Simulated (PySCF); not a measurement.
Frequency calculation, with input and output: SiHCl$_{3}$

The run: frequency calculation of SiHCl$_{3}$. Method and program: HF/DZP, RHF, sfX2C (PySCF 2.14.0).

The geometry was optimised with HF/DZP saddle symmetrised.

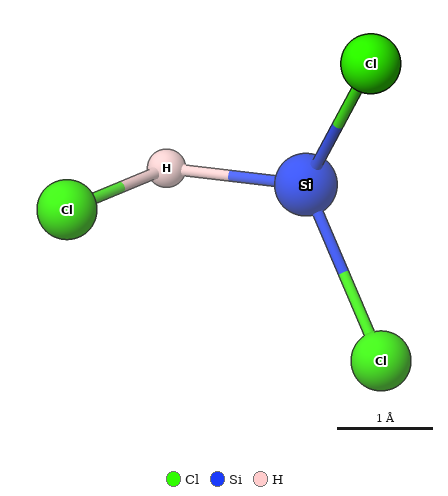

**Figure 1.** The input geometry (ball-and-stick view, seen at a tilt). Bond lengths as drawn: Cl–H 1.63 Å, Cl–Si 2.05 Å and H–Si 1.62 Å.

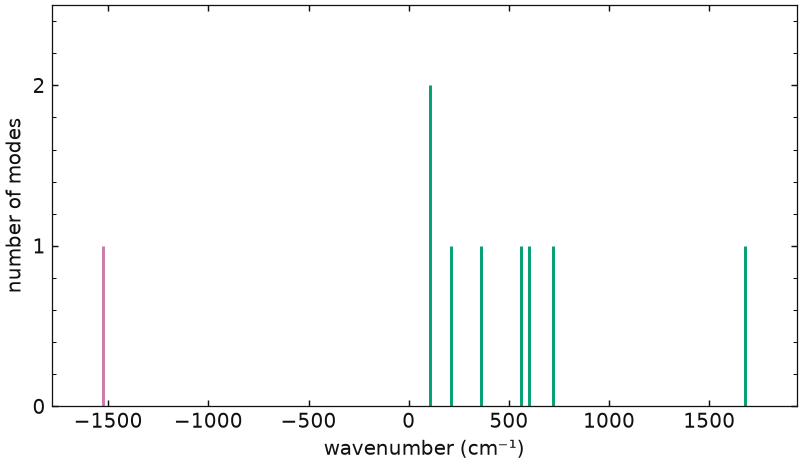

**Figure 2.** Harmonic vibrational wavenumbers from the force constants; neighbouring modes closer than 15 cm⁻¹ are counted in one stick, and imaginary ones are drawn at negative wavenumbers. 9 modes from 1525i to 1680 cm⁻¹, 1 imaginary beyond 8i (1525i cm⁻¹): a first-order saddle point, if the geometry is stationary.

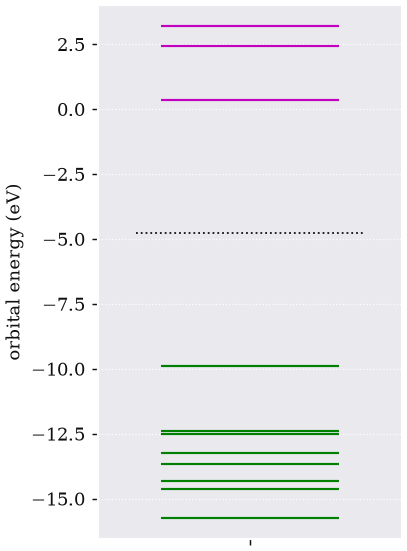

**Figure 3.** Orbital energies near the frontier; the dotted line parts filled from empty levels, and levels within 0.02 eV of each other stand side by side. Highest filled −9.90 eV, lowest empty 0.36 eV, 10.26 eV apart.

The input that produced these results follows, with the program's output.

**Input (input.py)**
```python
import numpy
from pyscf import gto, symm
from pyscf.hessian import thermo

mol = gto.M(
    atom=[
    ('Cl', (1.458062, -0.697668, 1.124812)),
    ('Si', (-0.446991, -0.294073, 0.469854)),
    ('Cl', (-0.367575, 2.193642, -0.212406)),
    ('Cl', (-0.703695, -1.295249, -1.305768)),
    ('H', (-1.149892, 1.133932, 0.743926)),
],
    spin=0,
    max_memory=1860,
    verbose=3,
    basis='dzp',
)

mf = mol.RHF()
mf = mf.x2c()
mf = mf.density_fit(auxbasis='aug-cc-pvtz-jkfit')
mf.kernel()

energy = mf.e_tot
print('Final energy', energy)
hess = mf.Hessian().kernel()
modes = thermo.harmonic_analysis(mol, hess)
print('frequencies (1/cm)', numpy.round(modes['freq_wavenumber'], 1))
symm.geom.TOLERANCE = 1e-3  # for the symmetry number
th = thermo.thermo(mf, modes['freq_au'], 200, 101325)
thermo.dump_thermo(mol, th)
```

Run as:
```bash
OMP_NUM_THREADS=1 python input.py
```

**What the program printed**
```
converged SCF energy = -1672.60716776959
Final energy -1672.6071677695923
frequencies (1/cm) [   0. +1524.8j  101.7   +0.j   112.9   +0.j   212.4   +0.j
  359.7   +0.j   559.4   +0.j   598.    +0.j   720.3   +0.j
 1679.8   +0.j ]
temperature 200.0000 [K]
pressure 101325.00 [Pa]
Rotational constants [GHz] 2.38151 1.83461 1.12054
Symmetry number 1
Zero-point energy (ZPE) 0.00990 [Eh]   25984.347 [J/mol]
                           tot       elec      trans        rot        vib
Entropy [J/mol/K]       307.215      0.000    161.664    114.579     30.972
Cv [J/mol/K]             58.445      0.000     12.472     12.472     33.501
Cp [J/mol/K]             66.759      0.000     20.786     12.472     33.501
Internal energy [J/mol]                      2494.338   2494.338  29513.194
Internal energy [Eh]   -1672.59403  -1672.60717
Enthalpy [J/mol]                             4157.230   2494.338  29513.194
Enthalpy [Eh]          -1672.59339
Gibbs free energy [J/mol]                  -28175.623 -20421.510  23318.833
Gibbs free energy [Eh] -1672.61680
```

**Key numbers**

| quantity | value |
| --- | --- |
| outcome | converged |
| total energy | −1672.607168 hartree |
| basis functions | 101 |
| HOMO | −9.90 eV |
| LUMO | 0.36 eV |
| zero-point energy | 0.009897 hartree |
| dipole moment | 2.78 D |
| wavenumbers, lowest and highest | 1525i and 1680 cm⁻¹ |
| hardware | 1 thread of AMD EPYC (Zen 3), 189 GiB of memory available, shared host |
| wall time | 85 s |
| peak memory | 0.96 GiB |
